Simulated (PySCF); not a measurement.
## A study: C3H5, charge +1, SMILES `C=C[CH2+]`

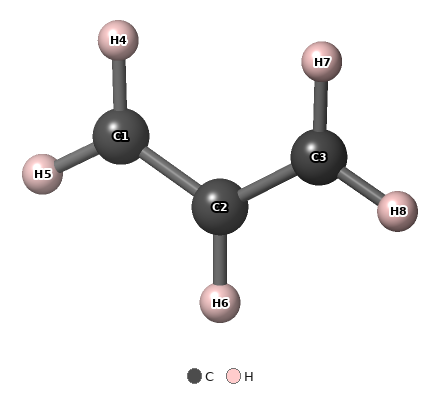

The molecule, with its atoms numbered as below. No frequency check shows the geometry to be a minimum.

Coordinates in Å:

```
C1       1.1966   -0.2062    0.0000
C2       0.0000    0.4769    0.0000
C3      -1.1966   -0.2063    0.0000
H4       1.2310   -1.2913    0.0000
H5       2.1469    0.3170    0.0000
H6      -0.0004    1.5624    0.0000
H7      -1.2309   -1.2913    0.0000
H8      -2.1469    0.3169    0.0000
```

Part 1: Bonding charge

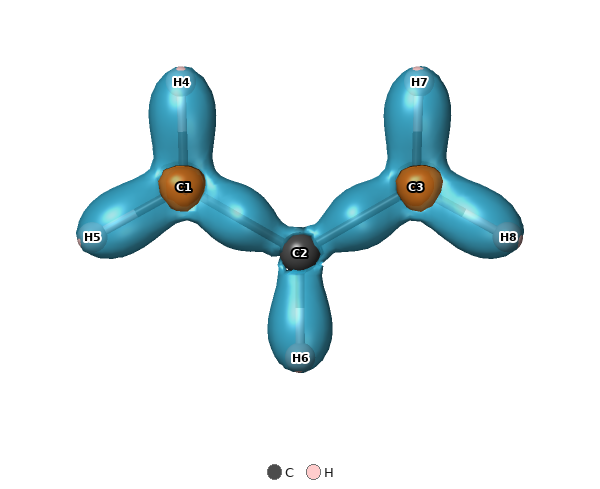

Deformation density (molecule less spherical, spin-averaged free atoms at the same positions), surfaces at ±0.3 e/Å³; light blue: gain, orange: loss.

PySCF calculation, r2SCAN/6-31G*, gas phase; geometry: GFN2-xTB.

> Describe the bonding that the map shows.

C1–H5 and C3–H8: +0.73 e/Å³ at the bond critical point (bond length 1.08 Å, Mayer order 0.9). C1–H4 and C3–H7: +0.72 e/Å³ at the bond critical point (bond length 1.09 Å, Mayer order 0.9). C2–H6: +0.70 e/Å³ at the bond critical point (bond length 1.08 Å, Mayer order 0.9). C1–C2 and C2–C3: +0.64 e/Å³ at the bond critical point (bond length 1.38 Å, Mayer order 1.4). In all, 1.5 electrons gather in the regions of gain relative to the promolecule of neutral atoms (the regions of loss give up this much and the cation's charge besides).

> Where do the Hirshfeld charges lie?

The highest Hirshfeld charge is on C1 and C3 (+0.18 e), the lowest on C2 (+0.04 e).

```tsv
atom	charge (e)
C1	+0.18
C2	+0.04
C3	+0.18
H4	+0.12
H5	+0.13
H6	+0.10
H7	+0.12
H8	+0.13
```

Part 2: Local ionisation energy

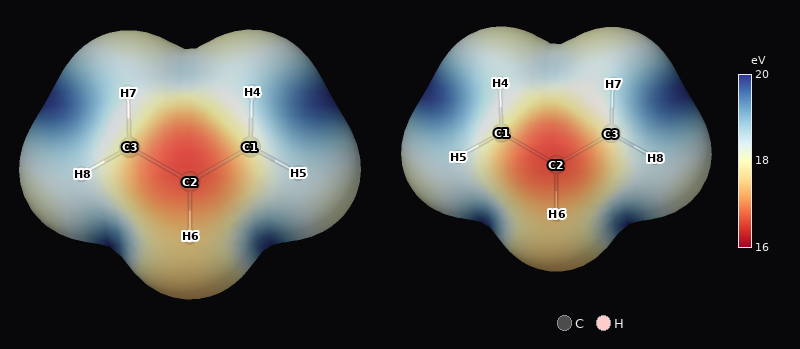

Average local ionisation energy on the surface of electron density 0.001 a.u. (back view left, front view right).

> Locate the minima of the map.

The lowest value is 16.4 eV, off the molecular plane, over C2 (2.0 Å), and at like points elsewhere. Further minima include 17.4 eV, 1.2 Å from H6; 18.0 eV, 1.3 Å from H4; 18.1 eV, 1.2 Å from H5. For comparison, the highest occupied orbital lies at −15.1 eV.

> What volume does the surface enclose?

About 68 Å³.

Part 3: The π system

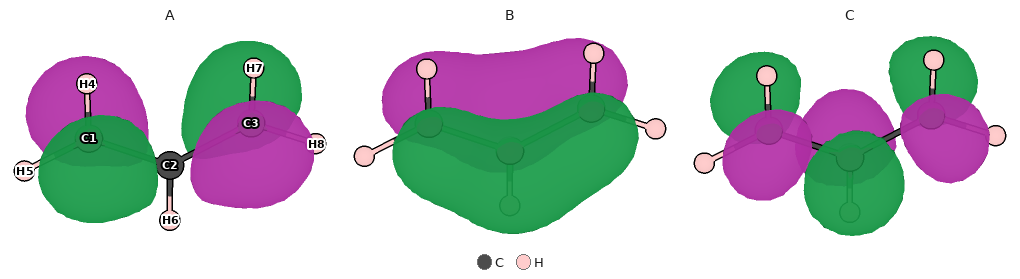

Natural orbitals of the π active space, CASSCF(2,3), singlet state, in random order.

Computed with PySCF, def2-SVP basis, geometry: GFN2-xTB.

> Which orbitals are strongly, which singly and which weakly occupied?

Strongly: B (1.91). Weakly: A (0.07), C (0.02). Broadly, orbitals with more nodes between bonded atoms hold fewer electrons.

> How multiconfigurational is the state?

The leading determinant weighs 0.95; the effective number of unpaired electrons, Σ n²(2−n)², is 0.05; the most occupied of the weakly occupied orbitals holds 0.07 e, as in an ordinary closed-shell π system. The active space lowers the energy by 0.80 eV against Hartree–Fock.

> Where does the lowest triplet lie relative to the singlet, at this geometry and within this active space?

3.04 eV above it by strongly contracted NEVPT2 (+2.70 eV by CASSCF); a small basis tends to put such gaps a few tenths of an eV too high. This is a vertical energy for π states alone; a state that uses lone pairs or σ orbitals may lie lower.
